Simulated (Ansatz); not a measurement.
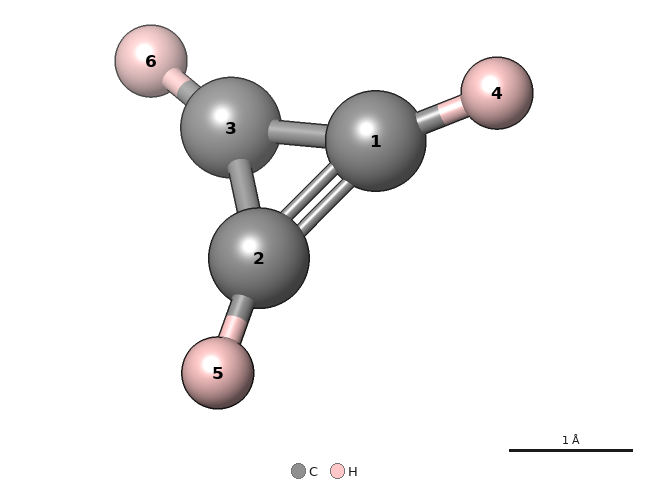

(Drawn from a calculation with Ansatz.)

Orthographic view. Atoms fade into the background with distance from the viewer. Charge +1, singlet. Geometry: a fixed input geometry, not necessarily a minimum.

Write a MOL file (V2000) with the atoms in numerical order, bonds sorted by atom number with the orders drawn, and coordinates in the frame of the picture: x right, y up, z towards the viewer, origin at the mean position.

```
C3H3
                    3D

  6  6  0  0  0  0  0  0  0  0999 V2000
    0.7100    0.2800    0.1700 C   0  0  0  0  0  0  0  0  0  0  0  0
   -0.2400   -0.6800    0.3200 C   0  0  0  0  0  0  0  0  0  0  0  0
   -0.4700    0.3900   -0.4900 C   0  0  0  0  0  0  0  0  0  0  0  0
    1.7100    0.6800    0.4100 H   0  0  0  0  0  0  0  0  0  0  0  0
   -0.5800   -1.6200    0.7700 H   0  0  0  0  0  0  0  0  0  0  0  0
   -1.1300    0.9400   -1.1800 H   0  0  0  0  0  0  0  0  0  0  0  0
  1  2  2  0
  1  3  1  0
  1  4  1  0
  2  3  1  0
  2  5  1  0
  3  6  1  0
M  CHG  1   3   1
M  END
```
